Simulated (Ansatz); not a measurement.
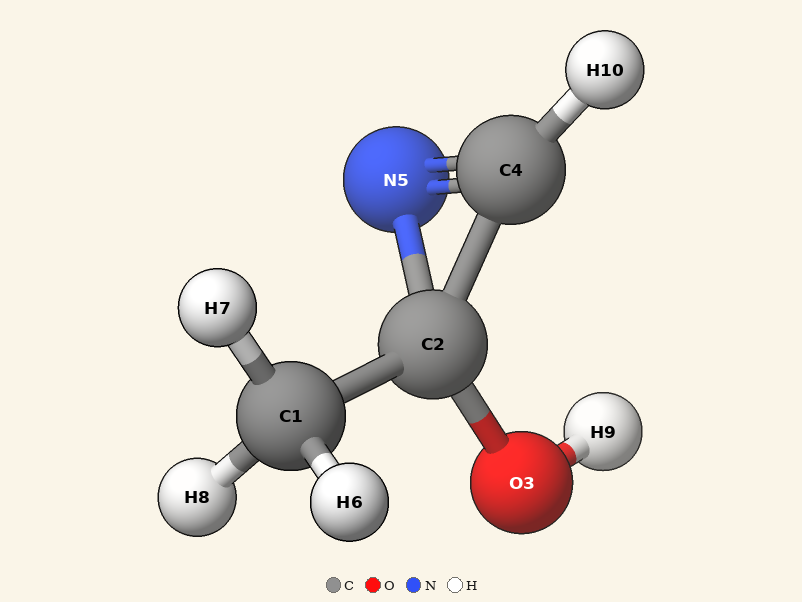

Numbered structure. Computed geometry: PBE-D4/def2-SVP optimisation. No frequency run is at hand to confirm it as a minimum.

Describe the coordination of atom 1.

Answer. C1 has 4 neighbours (C2 at 1.51, H6 at 1.11, H7 at 1.11, H8 at 1.11 Å); the arrangement is tetrahedral.

Describe the coordination of atom 3.

Answer. O3 has 2 neighbours (C2 at 1.39, H9 at 0.98 Å); the arrangement is bent.

What is the dihedral angle C1–C2–C4–N5?

Answer. 102° in size, that is anticlinal.
